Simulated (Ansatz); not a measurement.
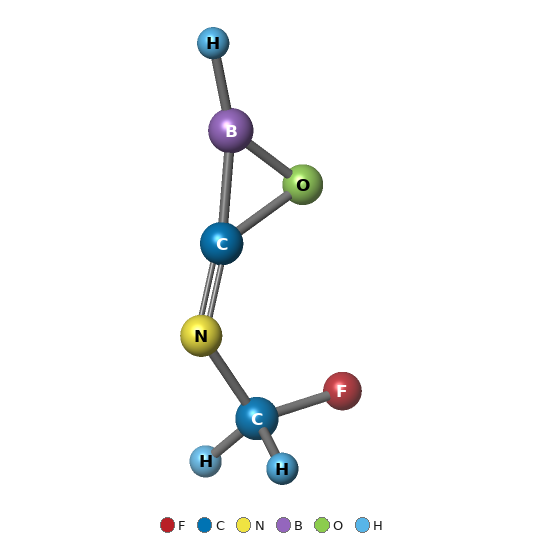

Ball-and-stick drawing of a structure. Multiple sticks mark multiple bonds (one Kekulé form).

The geometry was computed by an optimisation with PBE0-D4/def2-TZVP.

> Which formula does it have?

C2H3BFNO, 9 atoms: 2 carbon, 3 hydrogen, 1 boron, 1 fluorine, 1 nitrogen and 1 oxygen.

> Name some functional groups or characteristic bonds that it holds.

Among them: imine, C–F bond, B–H bond.

> How many atoms are distinct by symmetry?

8: 1 F, 1 C, 1 N, 1 C, 1 B, 1 O, 2 H, 1 H.

> How many bonds of each kind are drawn?

2 C–N, 2 C–H, 1 C–F, 1 C–B, 1 B–O, 1 C–O, 1 B–H.

The parts below concern this one geometry. Atoms keep their numbers from picture to picture.

### Geometry

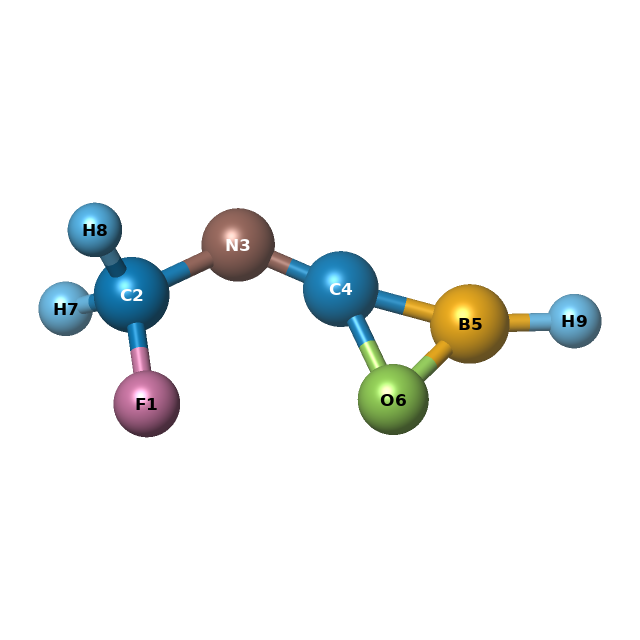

What are the angles F1–C2–N3, F1–C2–H7, N3–C2–H7, C2–N3–C4, N3–C4–B5, N3–C4–O6, B5–C4–O6, C4–B5–O6, C4–B5–H9, O6–B5–H9, C4–O6–B5?

| angle | degrees |
| --- | --- |
| F1–C2–N3 | 115.2 |
| F1–C2–H7 | 107.7 |
| N3–C2–H7 | 108.4 |
| C2–N3–C4 | 126.7 |
| N3–C4–B5 | 170.5 |
| N3–C4–O6 | 134.6 |
| B5–C4–O6 | 54.9 |
| C4–B5–O6 | 62.2 |
| C4–B5–H9 | 160.9 |
| O6–B5–H9 | 137.0 |
| C4–O6–B5 | 63.0 |

### Vibrations

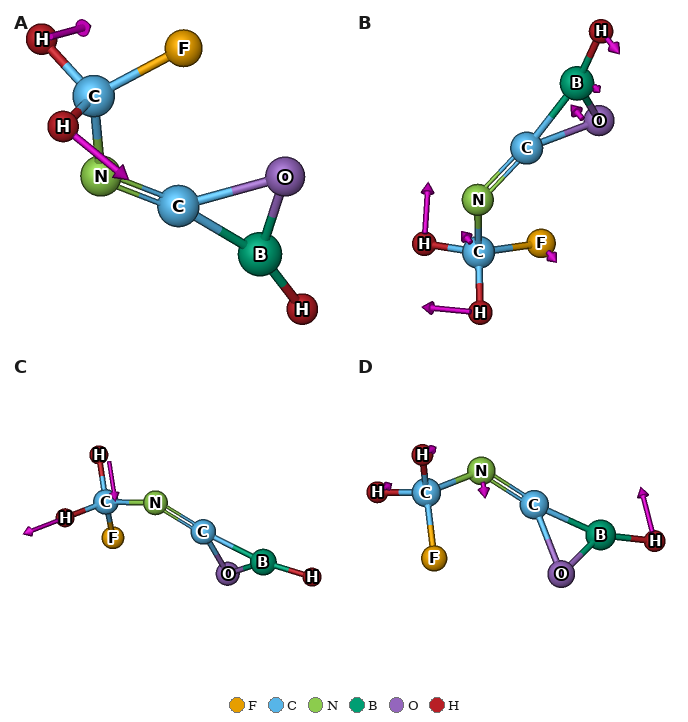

4 normal modes of one molecule or complex, as arrows. Harmonic vibrations computed with RKS PBE0-D4/def2-TZVP (Ansatz 0.2.0) at a stationary point of the same level.

> Match the panels to the wavenumbers 93 cm⁻¹, 819 cm⁻¹, 1487 cm⁻¹, 3099 cm⁻¹.

A: 1487 cm⁻¹, H–C–H bending
B: 93 cm⁻¹
C: 3099 cm⁻¹, out-of-phase stretching of 2 C–H bonds
D: 819 cm⁻¹

### Electronic properties

Level of theory: RKS BLYP-D4/def2-TZVPP (Ansatz 0.2.0).

Computed properties:

- HOMO energy (Kohn–Sham orbital): −6.31 eV
- LUMO energy (Kohn–Sham orbital): −2.53 eV
- HOMO–LUMO gap: 3.79 eV
- dispersion correction: −35.4 kJ/mol

### Charges

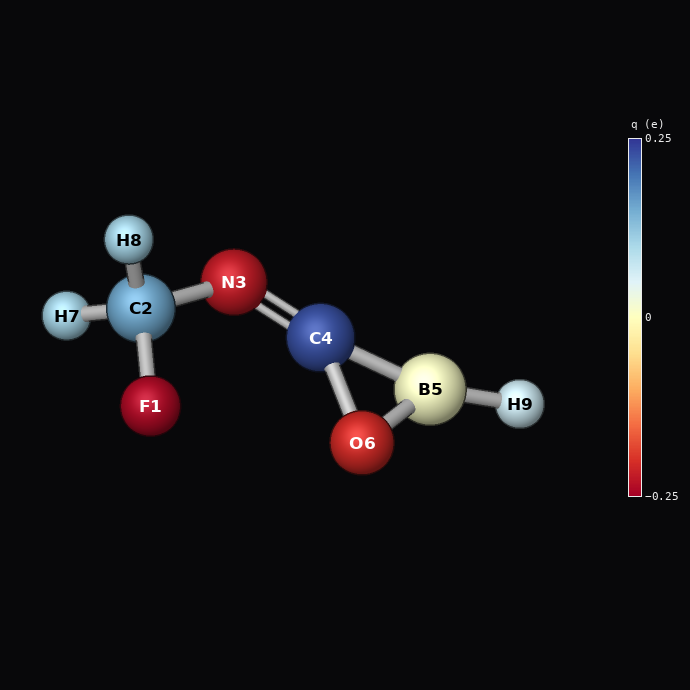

Atoms are coloured by their Mulliken charges. Method: RKS B3LYP-D4/def2-TZVPP (Ansatz 0.2.0).

List the Mulliken charges.

```tsv
atom	value (e)
F1	−0.24
C2	0.15
N3	−0.22
C4	0.23
B5	0.01
O6	−0.20
H7	0.10
H8	0.10
H9	0.07
```

Mulliken values depend strongly on the basis set and can even reverse the polarity of a bond.
